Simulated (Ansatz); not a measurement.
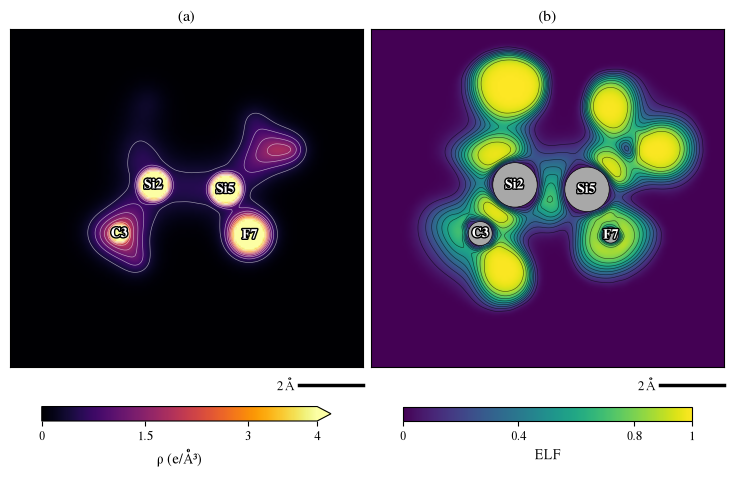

The picture shows: C2H9BFNSi2 (SMILES B[Si]1(C)N[Si]1(C)F). (a) electron density; (b) ELF on the plane of atoms Si2, Si5 and F7. Grey discs cover the atomic cores in the ELF map.

Method: Ansatz 0.2.0, RKS PBE0-D4/6-31G*.

Input

```
crystal:
  periodic: [false, false, false]
  atoms:
    - { symbol: B, position_ang: [0.2619, -2.307, 0.4413] }
    - { symbol: Si, position_ang: [0.6167, -0.5058, -0.276] }
    - { symbol: C, position_ang: [2.0695, -0.2597, -1.3993] }
    - { symbol: "N", position_ang: [-0.7729, 0.217, -1.0324] }
    - { symbol: Si, position_ang: [-0.5351, 1.2558, 0.3706] }
    - { symbol: C, position_ang: [-1.8999, 1.0822, 1.6465] }
    - { symbol: F, position_ang: [-0.0704, 2.8115, -0.1172] }
    - { symbol: H, position_ang: [0.8842, -3.18, 0.0756] }
    - { symbol: H, position_ang: [-0.6647, -2.3799, 1.2452] }
    - { symbol: H, position_ang: [1.88573, -0.87389, -2.36076] }
    - { symbol: H, position_ang: [2.17222, 0.78127, -1.65768] }
    - { symbol: H, position_ang: [3.00039, -0.67679, -0.94553] }
    - { symbol: H, position_ang: [-0.5817, 0.7623, -1.8881] }
    - { symbol: H, position_ang: [-1.6696, 1.6538, 2.5781] }
    - { symbol: H, position_ang: [-2.0141, -0.0218, 1.9108] }
    - { symbol: H, position_ang: [-2.8449, 1.4813, 1.2424] }
basis:
  gaussian: { orbitals: "6-31G*" }
hamiltonian:
  xc: pbe0
  dispersion: d4
relax:
  f_tol: 0.015
  max_steps: 40
output:
  orbitals: {}
```

Run with:

```sh
ansatz run input.yaml --threads 2 --pin off --max-ram 3072MiB --backend cpu --events-out ev --progress --plain --runs-dir out
```

The fields are those of the relaxed geometry.

**What do the fields say about this system?**

- The section cuts through Si, C and F sites.
- Si–F (1.62 Å): ρ at the midpoint is about 1 e/Å³; the ELF peaks at about 0.85 in the valence shell of F, 0.5 Å from its nucleus, and is about 0.45 at the midpoint.
- C–Si (1.88 Å): ρ is about 0.94 e/Å³ halfway; the ELF peaks at about 0.95 between the atoms: a shared electron pair.
- Si–Si (2.27 Å): ρ at the midpoint is about 0.54 e/Å³; the ELF peaks at about 0.65 between the atoms.
- The ELF also peaks beside F7, away from the bonds: lone-pair regions.
